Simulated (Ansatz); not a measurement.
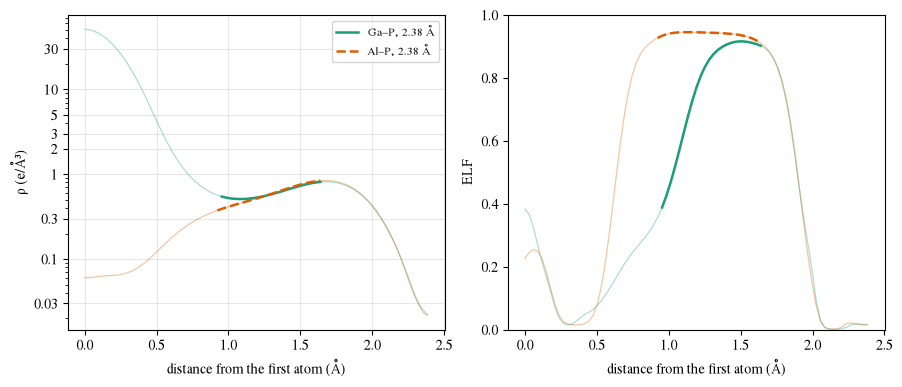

Figure. Al3Ga2P5. Valence charge density (pseudo) and ELF along straight lines between neighbouring atoms. Thin, pale parts lie inside the atomic spheres.

Space group I-4m2; a structure generated by program, which may or may not match a known phase.

Computed with DFT PBE, scalar-relativistic, plane waves, PAW (Ansatz 0.2.0).

The density is the valence pseudo-density of a PAW calculation; it isn't the true density close to the nuclei.

### What can be read from the curves?

Ga–P (2.38 Å): the density is about 0.53 e/Å³ at the midpoint; the ELF peaks at about 0.90 in the valence shell of P, 0.9 Å from its nucleus, and is about 0.75 at the midpoint.
Al–P (2.38 Å): ρ at the midpoint is about 0.51 e/Å³; the ELF peaks at about 0.95 between the atoms, as expected for a covalent bond.
